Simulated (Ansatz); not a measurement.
# Hypothetical simple cubic Ni: pressure series

Base system: Ni in the simple cubic structure (space group Pm-3m, No. 221; a = 2.330 Å; ferromagnetic; a hypothetical phase, not in the database extracts checked).

Cell and atoms are relaxed at each pressure.

Level of theory: plane-wave PAW DFT at the PBE level (Ansatz, a quantum-chemistry and plane-wave program, 420 eV), no SOC.

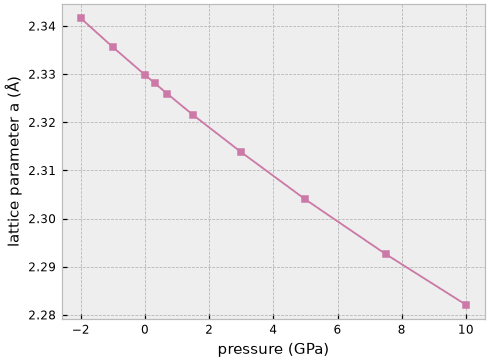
Fig. 1. Lattice parameter a against pressure

**Question.** From the plot, what is the lattice parameter a for pressure 5 GPa?

**Answer.** About 2.304 Å.

**Question.** Is the trend monotonic over the range shown?

**Answer.** Yes, it falls throughout, spanning 2.282 Å to 2.342 Å.

The magnetic state is the one reached from the starting moments; the real material's order can differ, and small cells can't hold many antiferromagnetic ones. Load acts through the strain it causes; cell and atoms are relaxed under it. Stability against distortions was not tested. Competing high-pressure phases were not computed.
